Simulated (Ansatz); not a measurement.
# BAsH₄ (SMILES B[AsH2]): functionals against CCSD(T) at one geometry

Aim: energy, forces and dipole at a structure displaced at random from a GFN2-xTB minimum, from CCSD(T) and from density functionals.

The runs use Ansatz 0.2.0, Gaussian basis; single points in def2-TZVPP.

Cores are frozen in the correlated methods. Filled d shells of the heavier atoms are correlated.

### Step 1. The system as given

SMILES `B[AsH2]`, 6 atoms, charge 0, spin multiplicity 1.

Atoms are counted from 1 here; the program's logs count them from 0.

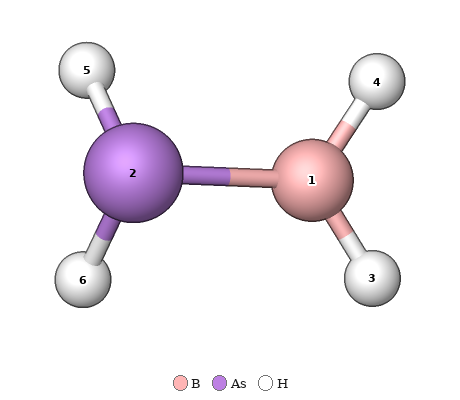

The starting geometry (boron pink, arsenic purple, hydrogen white); atoms are numbered from 1 in the order of the file.

Geometry (Å):

```
B    -0.04110   -0.88560    0.18070
As    0.49710    1.07240    0.40930
H    -0.95760   -1.42370    0.78740
H     0.62990   -1.70300   -0.51860
H     0.71970    1.29260   -1.12290
H    -0.91430    1.59120    0.33620
```

### Step 2. CCSD(T)/def2-TZVPP

File run/in.yaml:

```yaml
crystal:
  periodic: [false, false, false]
  atoms:
    - {symbol: B, position_ang: [-0.041100, -0.885600, 0.180700]}
    - {symbol: As, position_ang: [0.497100, 1.072400, 0.409300]}
    - {symbol: H, position_ang: [-0.957600, -1.423700, 0.787400]}
    - {symbol: H, position_ang: [0.629900, -1.703000, -0.518600]}
    - {symbol: H, position_ang: [0.719700, 1.292600, -1.122900]}
    - {symbol: H, position_ang: [-0.914300, 1.591200, 0.336200]}
basis:
  gaussian: {orbitals: def2-TZVPP}
correlation: {method: ccsd_t}
output: {forces: true}
```

The command line of these runs was not kept.

### Step 3. PBE0-D4/def2-TZVPP

Edit run/in.yaml of step 2 so:

```diff
@@ -11,3 +11,3 @@
   gaussian: {orbitals: def2-TZVPP}
-correlation: {method: ccsd_t}
-output: {forces: true}
+hamiltonian: {xc: pbe0, dispersion: d4}
+output: {forces: true, orbitals: {seedname: orbitals}}
```

### Step 4. wB97M-V/def2-TZVPP

Edit run/in.yaml of step 3 so:

```diff
@@ -11,3 +11,3 @@
   gaussian: {orbitals: def2-TZVPP}
-hamiltonian: {xc: pbe0, dispersion: d4}
-output: {forces: true, orbitals: {seedname: orbitals}}
+hamiltonian: {xc: {name: wB97M-V}}
+output: {forces: true}
```

### Step 5. r2SCAN-D4/def2-TZVPP

Edit run/in.yaml of step 4 so:

```diff
@@ -11,3 +11,3 @@
   gaussian: {orbitals: def2-TZVPP}
-hamiltonian: {xc: {name: wB97M-V}}
+hamiltonian: {xc: r2scan, dispersion: d4}
 output: {forces: true}
```

### Step 6. PBE-D4/def2-TZVPP

Edit run/in.yaml of step 5 so:

```diff
@@ -11,3 +11,3 @@
   gaussian: {orbitals: def2-TZVPP}
-hamiltonian: {xc: r2scan, dispersion: d4}
+hamiltonian: {xc: pbe, dispersion: d4}
 output: {forces: true}
```

### Step 7. HSE06-D4/def2-TZVPP

Edit run/in.yaml of step 6 so:

```diff
@@ -11,3 +11,3 @@
   gaussian: {orbitals: def2-TZVPP}
-hamiltonian: {xc: pbe, dispersion: d4}
+hamiltonian: {xc: hse06, dispersion: d4}
 output: {forces: true}
```

### Step 8. CAM-B3LYP-D4/def2-TZVPP

Edit run/in.yaml of step 7 so:

```diff
@@ -11,3 +11,3 @@
   gaussian: {orbitals: def2-TZVPP}
-hamiltonian: {xc: hse06, dispersion: d4}
+hamiltonian: {xc: {name: CAM-B3LYP}, dispersion: d4}
 output: {forces: true}
```

(Steps that only read results are left out.)

What does the calculation give? Wanted: energy less free atoms, CCSD(T)/def2-TZVPP; RMS force component; RMS force error; HOMO and LUMO, PBE0-D4; T1 diagnostic.

The runs gave:

```
                                  quantity                                                                                                 value
energy less free atoms, CCSD(T)/def2-TZVPP                                                                                            -16.590 eV
                       RMS force component                                                                  0.525 to 0.650 eV/Å over the methods
                           RMS force error  PBE0-D4 0.064, wB97M-V 0.043, r2SCAN-D4 0.056, PBE-D4 0.172, HSE06-D4 0.064, CAM-B3LYP-D4 0.047 eV/Å
                    HOMO and LUMO, PBE0-D4                                                                                    -7.71 and -2.00 eV
                             T1 diagnostic                                                                                                 0.013
```

**Reading.** Against CCSD(T) the functionals' energies less atoms differ by -0.617 to -0.346 eV, PBE-D4 by -0.550 eV. The reference is not at the basis limit: in triple zeta CCSD(T) underbinds, which counts against methods that bind more; the gaps are no ranking. For forces wB97M-V does best and PBE-D4 worst. Frozen-core CCSD(T) forces in triple zeta carry basis errors of their own, and this is one geometry, so small gaps rank nothing.
